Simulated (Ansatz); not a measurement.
## Electronic structure of FGeH···HF in real space

The calculation's input:

```
crystal:
  periodic: [false, false, false]
  atoms:
    - { symbol: Ge, position_ang: [-0.04698, 0.105976, -0.846486] }
    - { symbol: F, position_ang: [1.434217, 0.115706, 1.611048] }
    - { symbol: H, position_ang: [2.008098, -0.191452, 0.963487] }
    - { symbol: H, position_ang: [-1.123691, 1.162875, -0.358248] }
    - { symbol: F, position_ang: [-1.016944, -1.299205, -0.4819] }
basis:
  gaussian: { orbitals: def2-SVP }
hamiltonian:
  xc: { name: BHLYP }
relax:
  f_tol: 0.03
  max_steps: 50
output:
  orbitals: {}
```

Command:

```sh
ansatz run input.yaml --threads 1 --pin off --max-ram 2048MiB --backend cpu --events-out ev --progress --plain --runs-dir out
```

The fields are those of the relaxed geometry.

Theory: RKS BHLYP/def2-SVP in Ansatz 0.2.0.

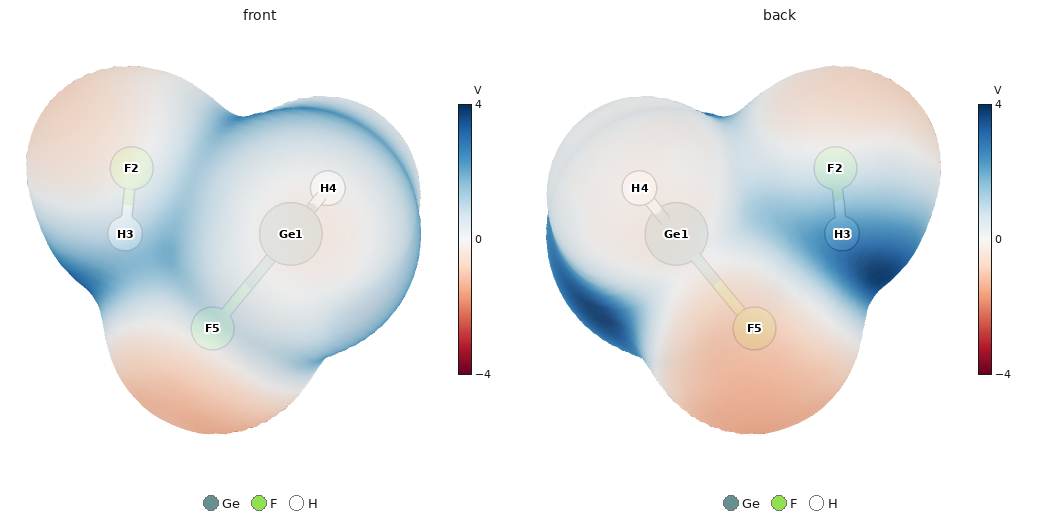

Figure 1. The molecular electrostatic potential painted on the density surface at 0.004 e/bohr³, seen from the front and from behind; red is negative and blue positive.

> Describe the electrostatic potential map.

The most negative region (about −1.4 V) lies over F5, the most positive (about +3.8 V) over Ge1 and H3.

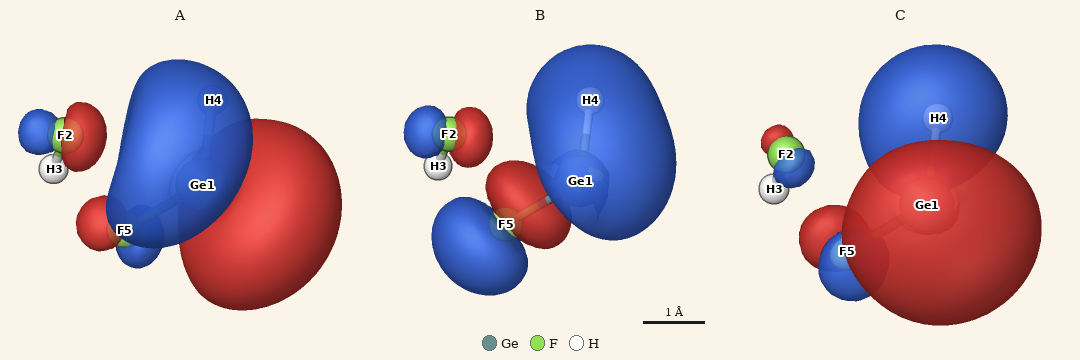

Figure 2. Three frontier orbitals at ±0.1 Å⁻³ᐟ² (blue and red are the two phases), in no order.

> Order the three orbitals by energy and name them.

B is the HOMO−1 (−12.43 eV). By Hirshfeld shares it lies mainly on F5 (about 40 %), Ge1 (about 35 %) and H4 (about 20 %). C is the HOMO (−8.13 eV). By Hirshfeld shares it lies mainly on Ge1 (about 70 %), H4 (about 25 %) and F5 (about 5 %). A is the LUMO (−1.09 eV). By Hirshfeld shares it lies mainly on Ge1 (about 85 %).

> What is the HOMO–LUMO gap?

7.04 eV between the orbital energies.

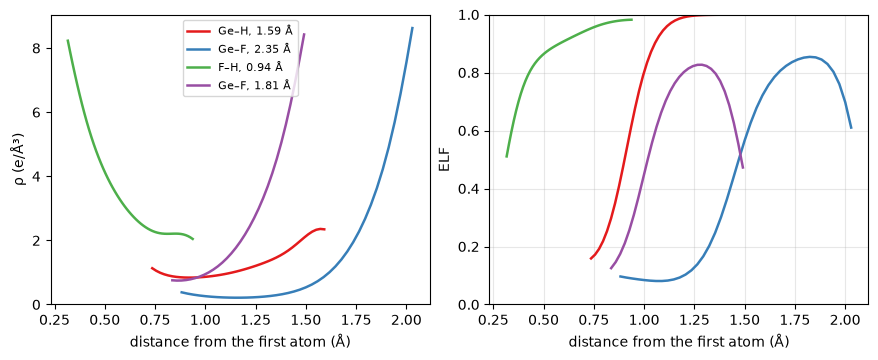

Figure 3. Electron density and ELF along straight lines between neighbouring atoms. The curves leave out the atomic cores.

> Compare the contacts.

Ge–H (1.59 Å): ρ is about 0.94 e/Å³ halfway; the ELF climbs to about 1 towards the hydrogen.
Ge1···F2 (2.35 Å): the density falls to about 0.21 e/Å³ on the way; the ELF dips to about 0.10 between them.
F–H (0.94 Å): the density is about 4.6 e/Å³ at the midpoint; the ELF climbs to about 1 towards the hydrogen: an ordinary covalent bond to hydrogen.
Ge–F (1.81 Å): ρ is about 0.76 e/Å³ halfway; the ELF peaks at about 0.85 in the valence shell of F, 0.5 Å from its nucleus, and is about 0.20 at the midpoint.
